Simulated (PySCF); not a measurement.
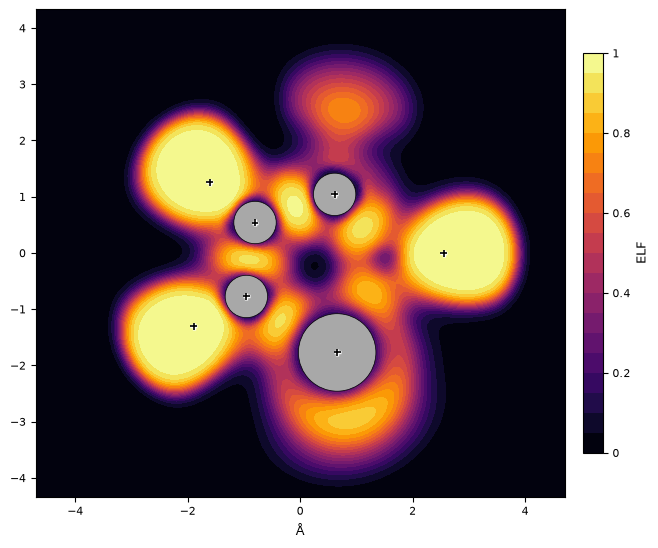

The ELF on a plane through atoms (crosses mark nuclei in the plane; grey discs cover the cores).

Computed with wB97X-D/def2-SVPD, SCF density, gas phase in PySCF.

Candidates:
A. C3H12NSi3 (SMILES C=CC[SiH-]N([SiH3])[SiH3]) (charge −1)
B. C4H4F2Se
C. C6H8ClF (SMILES C=C[C@H](CF)C(=C)Cl)

> Which system is this?

Candidate B: C4H4F2Se on the plane of atoms C2, C3 and H9, which holds C, Se and H. C–C (1.32 Å): the ELF peaks at about 0.90 between the atoms; a multiple bond. C–Se (1.90 Å): the ELF peaks at about 0.90 between the atoms; a covalent bond.
